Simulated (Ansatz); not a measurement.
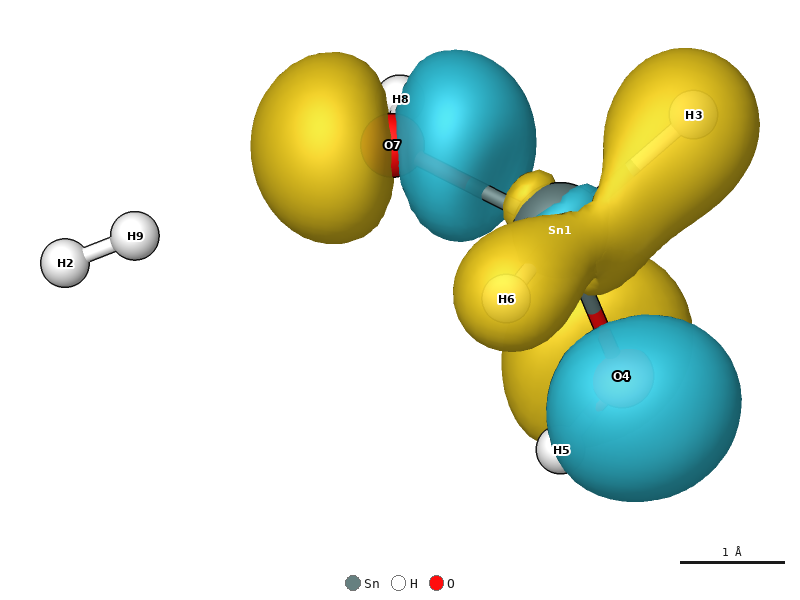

Figure 1: H4O2Sn···H2. The HOMO−1 at ±0.1 Å⁻³ᐟ² (yellow and cyan are the two phases), seen at a tilt.

Core potentials replace the inner electrons of Sn.

The calculation used RHF/def2-SVP in Ansatz.

Input file:

```
crystal:
  periodic: [false, false, false]
  atoms:
    - { symbol: Sn, position_ang: [0.475933, 0.268332, -0.358523] }
    - { symbol: H, position_ang: [-0.996036, 0.313705, 2.196569] }
    - { symbol: H, position_ang: [1.494322, 0.290693, -1.720633] }
    - { symbol: O, position_ang: [-1.122312, 1.241993, -0.938894] }
    - { symbol: H, position_ang: [-1.809245, 1.415543, -0.313322] }
    - { symbol: H, position_ang: [0.08467, -1.261184, 0.257651] }
    - { symbol: O, position_ang: [1.327868, 1.288769, 1.086367] }
    - { symbol: H, position_ang: [1.898333, 2.003838, 0.848604] }
    - { symbol: H, position_ang: [-0.430633, 0.732611, 2.314982] }
basis:
  gaussian: { orbitals: def2-SVP }
hamiltonian:
  xc: hf
relax:
  f_tol: 0.03
  max_steps: 50
output:
  orbitals: {}
```

Command:

```sh
ansatz run input.yaml --threads 1 --pin off --max-ram 2048MiB --backend cpu --events-out ev --progress --plain --runs-dir out
```

The fields are those of the run's last geometry, not of the input's.

**Where does this orbital lie, and at what energy?**

By Hirshfeld shares it lies mainly on O4 (about 40 %), O7 (about 35 %) and Sn1 (about 10 %); largely a combination of lone pairs on O4 and O7. Its energy is −12.78 eV.
